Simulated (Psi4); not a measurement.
Excited-state calculation of CoF2

CoF2, multiplicity 4, computed with TDA (SVWN-RPA)/6-31G**, UKS (Psi4 1.11).

The geometry was optimised with SVWN-RPA/6-31G**.

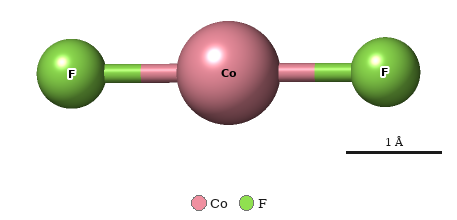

*The structure (ball-and-stick view, seen on its broad side). Sticks mark near contacts.*

Bond lengths as drawn: Co–F 1.66 Å.

Key numbers

```json
{"quantity": "outcome", "value": "converged"}
{"quantity": "total energy", "value": "−1579.416734 hartree"}
{"quantity": "basis functions", "value": "69"}
{"quantity": "⟨S²⟩", "value": "3.753"}
{"quantity": "dipole moment", "value": "0.00 D"}
{"quantity": "lowest excitation", "value": "0.19 eV"}
{"quantity": "hardware", "value": "1 thread of Intel Xeon (Granite Rapids), 128 GiB of memory available, shared host"}
{"quantity": "wall time", "value": "14 s"}
{"quantity": "peak memory", "value": "0.27 GiB"}
```

Input file (job.py)
```python
import psi4

psi4.set_memory(1600000000)
psi4.set_num_threads(1)
psi4.set_output_file('psi4.out', False)

mol = psi4.geometry("""
0 4
Co     0.00002835     0.00001890     0.00006236
F     -0.03073829    -0.03798538     3.13535422
F      0.03074962     0.03796460    -3.13527107
units bohr
symmetry c1
""")

options = {'basis': '6-31G**', 'reference': 'uks', 'save_jk': True, 'maxiter': 100, 'soscf': True, 'soscf_start_convergence': 0.001}
psi4.set_options(options)

from psi4.driver.procrouting.response.scf_response import tdscf_excitations
result, w = psi4.energy("svwn", return_wfn=True)
states = tdscf_excitations(w, states=6, tda=True)
for k, s in enumerate(states, 1):
    print(f"root {k}: {s['EXCITATION ENERGY'] * 27.211386:.4f} eV  f = {s['OSCILLATOR STRENGTH (LEN)']:.4f}  {s['SYMMETRY']}")
print(f'svwn energy: {result:.10f} Eh')
```

Command:
```bash
python job.py
```

What the program printed
```
Psi4 1.11 release

   => Loading Basis Set <=

    Name: 6-31G**
    Role: ORBITAL
    Keyword: BASIS

         ---------------------------------------------------------
                                   SCF
                              UKS Reference
                        1 Threads,   1525 MiB Core
         ---------------------------------------------------------

  ==> Geometry <==

    Molecular point group: c1
    Full point group: C1

    Geometry (in Bohr), charge = 0, multiplicity = 4:

       Center              X                  Y                   Z               Mass
    ------------   -----------------  -----------------  -----------------  -----------------
         CO          -0.000000312882     0.000014644611     0.000007920371    58.933194290000
         F           -0.000000312882     0.000014644611     3.135681047280    18.998403162730
         F            0.000001283446    -0.000060072310    -3.135705616333    18.998403162730

  Running in c1 symmetry.

  Rotational constants: A = 1866271495.49972  B =      0.16113  C =      0.16113 [cm^-1]
  Rotational constants: A = 55949411893119.58594  B =   4830.59551  C =   4830.59551 [MHz]
  Nuclear repulsion =  167.905450002977062

  Charge       = 0
  Multiplicity = 4
  Electrons    = 45
  Nalpha       = 24
  Nbeta        = 21

  ==> Algorithm <==

  SCF Algorithm Type is DF.
  DIIS enabled.
  MOM disabled.
  Fractional occupation disabled.
  Guess Type is SAD.
  Energy threshold   = 1.00e-06
  Density threshold  = 1.00e-06
  Integral threshold = 1.00e-12

  ==> Primary Basis <==

  Basis Set: 6-31G**
    Blend: 6-31G**
    Number of shells: 24
    Number of basis functions: 69
    Number of Cartesian functions: 69
    Spherical Harmonics?: false
    Max angular momentum: 3

  ==> DFT Potential <==

   => LibXC <=

    Version 7.1.2

   => Composite Functional: SVWN <=

    Slater exchange
    Vosko, Wilk & Nusair (VWN5_RPA)

    Deriv               =              1
    GGA                 =          FALSE
    Meta                =          FALSE

    Exchange Hybrid     =          FALSE
    MP2 Hybrid          =          FALSE

   => Exchange Functionals <=

    1.0000         XC_LDA_X

   => Correlation Functionals <=

    1.0000   XC_LDA_C_VWN_RPA

   => LibXC Density Thresholds  <==

    XC_LDA_C_VWN_RPA:  1.00E-15
    XC_LDA_X:  1.00E-15

   => Molecular Quadrature <=

    Radial Scheme          =       TREUTLER
    Pruning Scheme         =           NONE
    Nuclear Scheme         =       TREUTLER

    Blocking Scheme        =         OCTREE
    BS radius alpha        =              1
    Pruning alpha          =              1
    Radial Points          =             75
    Spherical Points       =            302
    Total Points           =          65792
    Total Blocks           =            564
    Max Points             =            256
    Max Functions          =             68
    Weights Tolerance      =       1.00E-15

   => Loading Basis Set <=

    Name: (6-31G** AUX)
    Role: JKFIT
    Keyword: DF_BASIS_SCF

  ==> Integral Setup <==

  DFHelper Memory: AOs need 0.024 GiB; user supplied 1.091 GiB.
  SCF_SUBTYPE=INCORE selected. In-core MEM_DF algorithm will be used.
  Using in-core AOs.

  ==> MemDFJK: Density-Fitted J/K Matrices <==

    J tasked:                   Yes
    K tasked:                    No
    wK tasked:                   No
    Memory [MiB]:              1117
    Algorithm:                 Core
    Schwarz Cutoff:           1E-12
    Mask sparsity (%):       1.2182
    Fitting Condition:        1E-10

   => Auxiliary Basis Set <=

  Basis Set: (6-31G** AUX)
    Blend: CC-PVDZ-JKFIT + DEF2-UNIVERSAL-JKFIT
    Number of shells: 106
    Number of basis functions: 539
    Number of Cartesian functions: 539
    Spherical Harmonics?: false
    Max angular momentum: 6

  Cached 100.0% of DFT collocation blocks in 0.026 [GiB].

  Minimum eigenvalue in the overlap matrix is 1.5060509190E-03.
  Reciprocal condition number of the overlap matrix is 3.1780466838E-04.
    Using symmetric orthogonalization.

  ==> Pre-Iterations <==

  SCF Guess: Superposition of Atomic Densities via on-the-fly atomic UHF (no occupation information).

   -------------------------
    Irrep   Nso     Nmo
   -------------------------
     A         69      69
   -------------------------
    Total      69      69
   -------------------------

  ==> Iterations <==

                           Total Energy        Delta E     RMS |[F,P]|

   @DF-UKS iter SAD: -1578.08119110515941   -1.57808e+03   0.00000e+00
   @DF-UKS iter   1: -1572.82325341712954    5.25794e+00   6.79555e-02 ADIIS/DIIS
   @DF-UKS iter   2: -1526.12524827477228    4.66980e+01   1.64041e-01 ADIIS
   @DF-UKS iter   3: -1562.88352208523520   -3.67583e+01   7.44351e-02 ADIIS/DIIS
   @DF-UKS iter   4: -1579.29645338885848   -1.64129e+01   6.82954e-03 ADIIS/DIIS
   @DF-UKS iter   5: -1578.97922717981373    3.17226e-01   1.71239e-02 ADIIS/DIIS
   @DF-UKS iter   6: -1579.32364088576946   -3.44414e-01   8.42015e-03 ADIIS/DIIS
   @DF-UKS iter   7: -1579.36006747759984   -3.64266e-02   6.64825e-03 ADIIS/DIIS
   @DF-UKS iter   8: -1579.40703801423660   -4.69705e-02   2.55524e-03 ADIIS/DIIS
   @DF-UKS iter   9: -1579.40632547501627    7.12539e-04   2.00408e-03 ADIIS/DIIS
   @DF-UKS iter  10: -1579.41615175985453   -9.82628e-03   6.88863e-04 ADIIS/DIIS
   @DF-UKS iter  11: -1579.41635580416914   -2.04044e-04   4.87275e-04 SOKS, nmicro=5
   @DF-UKS iter  12: -1579.41618413966944    1.71664e-04   4.83108e-04 SOKS, nmicro=5
   @DF-UKS iter  13: -1579.41667844621338   -4.94307e-04   6.04418e-05 SOKS, nmicro=5
   @DF-UKS iter  14: -1579.41673134830057   -5.29021e-05   3.32935e-05 SOKS, nmicro=5
   @DF-UKS iter  15: -1579.41673377089978   -2.42260e-06   4.33361e-06 SOKS, nmicro=5
   @DF-UKS iter  16: -1579.41673381156829   -4.06685e-08   1.10420e-06 SOKS, nmicro=5
   @DF-UKS iter  17: -1579.41673381356281   -1.99452e-09   3.13779e-07 SOKS, nmicro=conv
  Energy and wave function converged.

  ==> Post-Iterations <==

   Electrons on quadrature grid:
      Nalpha   =   23.9999837360 ; deviation = -1.626e-05
      Nbeta    =   20.9999867156 ; deviation = -1.328e-05
      Ntotal   =   44.9999704516 ; deviation = -2.955e-05

   @Spin Contamination Metric:   3.089616706E-03
   @S^2 Expected:                3.750000000E+00
   @S^2 Observed:                3.753089617E+00
   @S   Expected:                1.500000000E+00
   @S   Observed:                1.500000000E+00

    Orbital Energies [Eh]
    ---------------------

    Alpha Occupied:

       1A   -275.618311     2A    -32.440947     3A    -28.215563
       4A    -28.213167     5A    -28.213162     6A    -24.117985
       7A    -24.117923     8A     -3.695007     9A     -2.438120
      10A     -2.427674    11A     -2.427665    12A     -1.070443
      13A     -1.053640    14A     -0.474280    15A     -0.428066
      16A     -0.428064    17A     -0.391615    18A     -0.380796
      19A     -0.380795    20A     -0.353511    21A     -0.316950
      22A     -0.288229    23A     -0.288227    24A     -0.277125

    Alpha Virtual:

      25A     -0.062554    26A     -0.023716    27A     -0.023713
      28A      0.040806    29A      0.134785    30A      0.143181
      31A      0.143183    32A      0.299513    33A      0.854351
      34A      1.012345    35A      1.012347    36A      1.021492
      37A      1.084537    38A      1.152802    39A      1.152803
      40A      1.182175    41A      1.214706    42A      1.214711
      43A      1.364643    44A      1.368759    45A      1.368761
      46A      1.398405    47A      1.417261    48A      1.601309
      49A      1.601312    50A      1.673122    51A      1.674507
      52A      1.751040    53A      1.775091    54A      1.777025
      55A      1.778363    56A      2.124594    57A      2.124594
      58A      2.194535    59A      2.203856    60A      2.233602
      61A      2.233604    62A      2.242937    63A      2.745166
      64A      2.745170    65A      3.375698    66A      3.453074
      67A      3.587818    68A      4.307860    69A     25.752124

    Beta Occupied:

       1A   -275.617210     2A    -32.386324     3A    -28.174094
       4A    -28.171080     5A    -28.171078     6A    -24.110805
       7A    -24.110746     8A     -3.587273     9A     -2.336029
      10A     -2.321729    11A     -2.321724    12A     -1.056915
      13A     -1.040084    14A     -0.451059    15A     -0.388524
      16A     -0.388522    17A     -0.381829    18A     -0.366053
      19A     -0.366052    20A     -0.251309    21A     -0.235599

    Beta Virtual:

      22A     -0.233965    23A     -0.205393    24A     -0.205389
      25A     -0.043780    26A     -0.021844    27A     -0.021843
      28A      0.040759    29A      0.146765    30A      0.149042
      31A      0.149042    32A      0.304423    33A      0.881212
      34A      1.027557    35A      1.034467    36A      1.034467
      37A      1.107846    38A      1.165300    39A      1.165301
      40A      1.195548    41A      1.248420    42A      1.248421
      43A      1.371742    44A      1.401595    45A      1.401597
      46A      1.454300    47A      1.466886    48A      1.619188
      49A      1.619189    50A      1.687535    51A      1.688595
      52A      1.779806    53A      1.782801    54A      1.789388
      55A      1.791161    56A      2.167511    57A      2.167512
      58A      2.242717    59A      2.251422    60A      2.265084
      61A      2.265086    62A      2.277398    63A      2.780247
      64A      2.780249    65A      3.402743    66A      3.478084
      67A      3.595721    68A      4.314841    69A     25.829673

    Final Occupation by Irrep:
              A
    DOCC [    21 ]
    SOCC [     3 ]
    NA   [    24 ]
    NB   [    21 ]

  @DF-UKS Final Energy: -1579.41673381356281

   => Energetics <=

    Nuclear Repulsion Energy =            167.9054500029770622
    One-Electron Energy =               -2527.6906715387485747
    Two-Electron Energy =                 857.6937831653046942
    DFT Exchange-Correlation Energy =     -77.3252954430958823
    Empirical Dispersion Energy =           0.0000000000000000
    VV10 Nonlocal Energy =                  0.0000000000000000
    Total Energy =                      -1579.4167338135628142

  UHF NO Occupations:
  HONO-2 :   22  A 1.0000000
  HONO-1 :   23  A 1.0000000
  HONO-0 :   24  A 1.0000000
  LUNO+0 :   25  A 0.0007145
  LUNO+1 :   26  A 0.0003128
  LUNO+2 :   27  A 0.0001246
  LUNO+3 :   28  A 0.0000767

Computation Completed

Properties will be evaluated at   0.000000,   0.000000,   0.000000 [a0]

Properties computed using the SCF density matrix

 Multipole Moments:

 ------------------------------------------------------------------------------------
     Multipole            Electronic (a.u.)      Nuclear  (a.u.)        Total (a.u.)
 ------------------------------------------------------------------------------------

 L = 1.  Multiply by 2.5417464519 to convert [e a0] to [Debye]
 Dipole X            :         -0.0000008            0.0000003           -0.0000005
 Dipole Y            :          0.0000379           -0.0000134            0.0000245
 Dipole Z            :          0.0001187           -0.0000073            0.0001114
 Magnitude           :                                                    0.0001141

 ------------------------------------------------------------------------------------

	total time  =          8 seconds =       0.13 minutes

******************************************************************************************
**********                               WARNING                                **********
**********       The names of excited state variables changed between 1.5       **********
**********     and 1.6. For a quick solution, remove the symmetry specifier     **********
**********   from the variable name. For full details, see 'Notes on Psivars'   **********
**********                        in the documentation.                         **********
******************************************************************************************

         ---------------------------------------------------------
                         TDSCF excitation energies
         ---------------------------------------------------------

  ==> Options <==

     Residual threshold  : 1.0000e-04
     Initial guess       : denominators
     Reference           : UHF
     Solver type         : TDA (Davidson)

  ==> Requested Excitations <==

      6 singlet states with A symmetry

  ==> Seeking the lowest 6 singlet states with A symmetry

                         Generalized Davidson Solver

  ==> Options <==

    Max number of iterations        = 60
    Eigenvector tolerance           = 1.0000e-04
    Max number of expansion vectors = 1200

  => Iterations <=
                           Max[D[value]]     Max[|R|]   # vectors
  DavidsonSolver iter   1:   6.06886e-02  6.79276e-02     24
  DavidsonSolver iter   2:   1.50175e-03  2.33201e-03     30
  DavidsonSolver iter   3:   2.18124e-06  2.08737e-04     36
  DavidsonSolver iter   4:   1.42238e-08  3.93815e-05     38      Converged

******************************************************************************************
**********                               WARNING                                **********
**********  Length-gauge rotatory strengths are **NOT** gauge-origin invariant  **********
******************************************************************************************

                                    Excitation Energy         Total Energy        Oscillator Strength             Rotatory Strength
     #   Sym: GS->ES (Trans)        au              eV              au          au (length)    au (velocity)    au (length)    au (velocity)
    ---- -------------------- --------------- --------------- --------------- --------------- --------------- --------------- ---------------
     1        A->A (1 A)       0.00680         0.18513        -1579.40993      0.0000          0.0000          0.0000         -0.0000
     2        A->A (1 A)       0.02496         0.67919        -1579.39177      0.0000          0.0000         -0.0000          0.0000
     3        A->A (1 A)       0.02793         0.75989        -1579.38881      0.0000          0.0000         -0.0000          0.0000
     4        A->A (1 A)       0.02793         0.75999        -1579.38880      0.0000          0.0000          0.0000          0.0000
     5        A->A (1 A)       0.05918         1.61048        -1579.35755      0.0000          0.0000         -0.0000          0.0000
     6        A->A (1 A)       0.05918         1.61050        -1579.35755      0.0000          0.0000          0.0000         -0.0000

Contributing excitations
Only contributions with abs(coeff) > 1.00e-01 will be printed:

Excited State    1 (1 A):   0.00680 au   6696.98 nm f = 0.0000
Alpha orbitals:
  Sums of squares: Xssq =  1.145782e-03
Beta orbitals:
  Sums of squares: Xssq =  9.988542e-01
     21a (b) ->  22a (b)    0.998456 (99.691%)

Excited State    2 (1 A):   0.02496 au   1825.47 nm f = 0.0000
Alpha orbitals:
  Sums of squares: Xssq =  1.622487e-03
Beta orbitals:
  Sums of squares: Xssq =  9.983775e-01
     20a (b) ->  22a (b)   -0.997884 (99.577%)

Excited State    3 (1 A):   0.02793 au   1631.61 nm f = 0.0000
Alpha orbitals:
  Sums of squares: Xssq =  1.156958e-04
Beta orbitals:
  Sums of squares: Xssq =  9.998843e-01
     20a (b) ->  24a (b)    0.462866 (21.425%)
     21a (b) ->  23a (b)    0.886301 (78.553%)

Excited State    4 (1 A):   0.02793 au   1631.39 nm f = 0.0000
Alpha orbitals:
  Sums of squares: Xssq =  1.157282e-04
Beta orbitals:
  Sums of squares: Xssq =  9.998843e-01
     20a (b) ->  23a (b)   -0.463032 (21.440%)
     21a (b) ->  24a (b)    0.886215 (78.538%)

Excited State    5 (1 A):   0.05918 au   769.86 nm f = 0.0000
Alpha orbitals:
  Sums of squares: Xssq =  1.048420e-03
Beta orbitals:
  Sums of squares: Xssq =  9.989516e-01
     20a (b) ->  24a (b)    0.885691 (78.445%)
     21a (b) ->  23a (b)   -0.461818 (21.328%)

Excited State    6 (1 A):   0.05918 au   769.85 nm f = 0.0000
Alpha orbitals:
  Sums of squares: Xssq =  1.048803e-03
Beta orbitals:
  Sums of squares: Xssq =  9.989512e-01
     20a (b) ->  23a (b)   -0.885605 (78.430%)
     21a (b) ->  24a (b)   -0.461984 (21.343%)

******************************************************************************************
**********                               WARNING                                **********
**********       The names of excited state variables changed between 1.5       **********
**********     and 1.6. For a quick solution, remove the symmetry specifier     **********
**********   from the variable name. For full details, see 'Notes on Psivars'   **********
**********                        in the documentation.                         **********
******************************************************************************************
```
